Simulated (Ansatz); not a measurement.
# SnH3O2 (SMILES [OH][SnH][OH]) at U-revPBE/def2-SVPD (core potential)

What is the vertical doublet–quartet gap of SnH3O2 at U-revPBE/def2-SVPD (core potential)? 

The calculation is run with Ansatz 0.2.0.

43 further runs of the same task are left out: 43 set aside as unsound or not needed.

## Step 1: The molecule

SnH3O2: 6 atoms, total charge 0, spin state doublet. As SMILES, `[OH][SnH][OH]`. Geometry: relaxed at PBE0-D4/def2-TZVP. This is one conformer, not always the lowest.

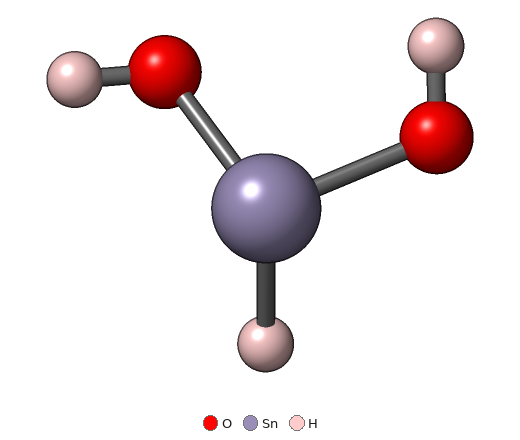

Viewed from a chosen angle; oxygen red, tin purple, hydrogen pink.

## Step 2: A single-point energy at U-revPBE/def2-SVPD (core potential)

The input, input.yaml:

```yaml
crystal:
  periodic: [false, false, false]
  atoms:
    - symbol: O
      position_ang: [-1.248300, -0.684700, -0.233400]
    - symbol: Sn
      position_ang: [0.417000, 0.302500, -0.639600]
    - symbol: O
      position_ang: [1.413900, -0.038300, 1.016700]
    - symbol: H
      position_ang: [-1.852000, -0.783400, -0.973600]
    - symbol: H
      position_ang: [0.128600, 2.026100, -0.624300]
    - symbol: H
      position_ang: [1.182700, -0.886000, 1.408100]
basis:
  gaussian:
    orbitals: def2-SVPD
magnetization:
  spin_polarized: true
  initial_magnetization: 1
hamiltonian:
  xc: {name: revPBE}
accuracy: high
output:
  orbitals: {seedname: orbitals}
```

Run with:

```sh
$ ansatz run input.yaml --threads 1 --pin off --max-ram 3480MiB --events-out events.jsonl --progress --plain --runs-dir runs
```

Log:

```text
Warning: RAYON_NUM_THREADS=1 ignored (pool sized by the plan → 1); use --threads N
Functional definition: revPBE
  name "revPBE"
  parameter kappa = 1.245
  parameter beta = 0.06672455060314922
  exchange = pbe_x(kappa = kappa, mu = beta*pi^2/3)
  correlation = pbe_c(beta = beta)
2187 factors; integrals over basis functions are off by at most 3.0e-9 eV
mean field evaluation 1: about -9956.7255 eV, gradient 6.2e1 eV
mean field evaluation 2: about -9764.3822 eV, gradient 1.8e2 eV
mean field evaluation 4: about -9969.8579 eV, gradient 1.5e1 eV
mean field evaluation 8: about -9971.3395 eV, gradient 1.2e-1 eV
mean field evaluation 16: about -9971.3374 eV, gradient 2.6e-5 eV
mean field -9971.33739448 eV, -366.4398904317 hartree, gradient 5.8e-8 eV, S^2 0.752709; 0 other end points of the search recorded, 0 dependent functions left out
reference -9971.33739919 eV, -366.4398906051 hartree; 21, 20 occupied and 81, 82 virtual orbitals, 2187 factors
Total energy: -9971.33739919 eV, -366.4398906051 hartree
```

Run time: 11 s. Hardware: 1 thread of Arm Neoverse V1, shared host; peak memory 0.33 GiB.

## Step 3: The quartet, same level

The input, run.yaml:

```yaml
crystal:
  periodic: [false, false, false]
  atoms:
    - {symbol: O, position_ang: [-1.248300, -0.684700, -0.233400]}
    - {symbol: Sn, position_ang: [0.417000, 0.302500, -0.639600]}
    - {symbol: O, position_ang: [1.413900, -0.038300, 1.016700]}
    - {symbol: H, position_ang: [-1.852000, -0.783400, -0.973600]}
    - {symbol: H, position_ang: [0.128600, 2.026100, -0.624300]}
    - {symbol: H, position_ang: [1.182700, -0.886000, 1.408100]}
basis:
  gaussian: {orbitals: def2-SVPD}
accuracy: high
magnetization: {spin_polarized: true, initial_magnetization: 3}
output: {orbitals: {seedname: orbitals}}
hamiltonian: {xc: {name: revPBE}}
```

Run with:

```sh
$ ansatz run run.yaml --threads 1 --pin off --max-ram 3480MiB --events-out events.jsonl --progress --plain --runs-dir runs
```

Log, shortened:

```text
Warning: RAYON_NUM_THREADS=1 ignored (pool sized by the plan → 1); use --threads N
Functional definition: revPBE
  name "revPBE"
[...]
2187 factors; integrals over basis functions are off by at most 3.0e-9 eV
[...]
mean field -9965.32394027 eV, -366.2189000656 hartree, gradient 4.4e-8 eV, S^2 3.755510; 10 other end points of the search recorded, 0 dependent functions left out
reference -9965.32394512 eV, -366.2189002440 hartree; 22, 19 occupied and 80, 83 virtual orbitals, 2187 factors
Total energy: -9965.32394512 eV, -366.2189002440 hartree
```

Run time: 36 s. Hardware: 1 thread of Arm Neoverse V1, shared host; peak memory 0.37 GiB.

## Step 4: Outcome

Level: U-revPBE/def2-SVPD (core potential).

| quantity | value |
| --- | --- |
| doublet: total energy | -366.43989 Eh |
| doublet: HOMO energy (highest over α and β) | -5.29 eV |
| doublet: LUMO energy (lowest over α and β) | -4.23 eV |
| doublet: ⟨S²⟩ | 0.753 |
| quartet: total energy | -366.21890 Eh |
| quartet: HOMO energy (highest over α and β) | -2.02 eV |
| quartet: ⟨S²⟩ | 3.756 |
| vertical energy of the quartet above the doublet | 6.013 eV |

**Reading.** At this shape the quartet lies 6.01 eV (139 kcal/mol) above the doublet.
